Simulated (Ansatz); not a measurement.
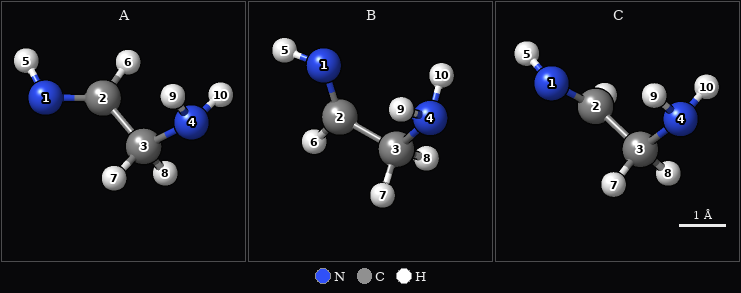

3 geometries from a converged minimum-energy path of C2H6N2, shuffled. Style: ball-and-stick. Shown at a tilt.

Theory: RKS PBE0-D4/def2-SVP (Ansatz). Set-up: 7 movable images; climbing image; force threshold 0.05 eV/Å; iteration limit 60; starting path by image-dependent pair potential.

Which frame is the top of the path?

Answer. C. In order along the path, whose images run from 0 to 8: B (image 0, 0.000 eV), C (image 5, +0.179 eV), A (image 8, +0.129 eV). The motion is a rotation about the C2–C3 bond by about 125°. No bond forms or breaks between the ends. Bond angles that change up to the highest image, for instance: H7–C3–H8 104.2° → 107.0°, C2–C3–N4 116.2° → 113.9°.

The run took 2.9 min on 1 thread of Intel(R) Xeon(R) Processor @ 2.70GHz (shared host), peak memory 0.17 GiB.
